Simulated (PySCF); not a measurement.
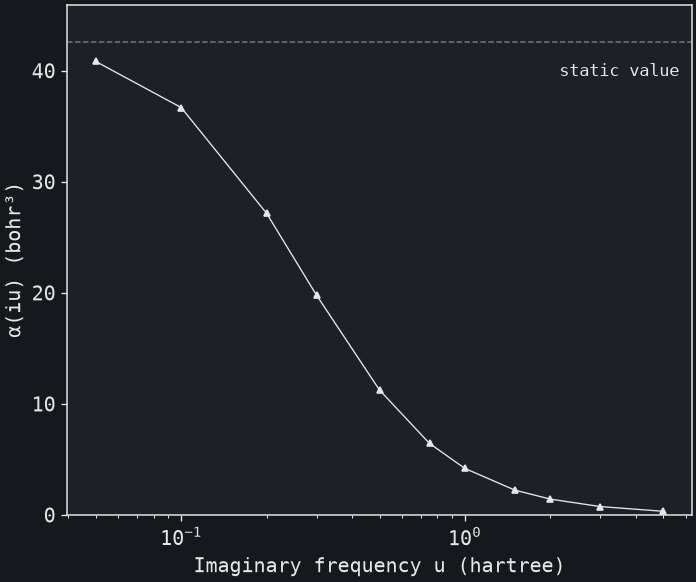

Dipole polarisability at imaginary frequency of an atom or ion with 32 electrons in the configuration [Ar] 3d¹⁰ 4s² 4p². Coupled response at the r2SCANh level; PySCF, aug-cc-pVQZ-PP plus 1 diffuse shell for each l with a 10-electron core potential, unrestricted single determinants, no spin-orbit coupling.

Q: Which species is it, and what does the curve give?

A: Neutral germanium. The static dipole polarisability is 42.5 bohr³ (the recommended value is 40.0); α(iu) falls to half of it near u = 0.28 hartree. The Casimir–Polder integral gives C₆ = 382 hartree bohr⁶ for two such species.
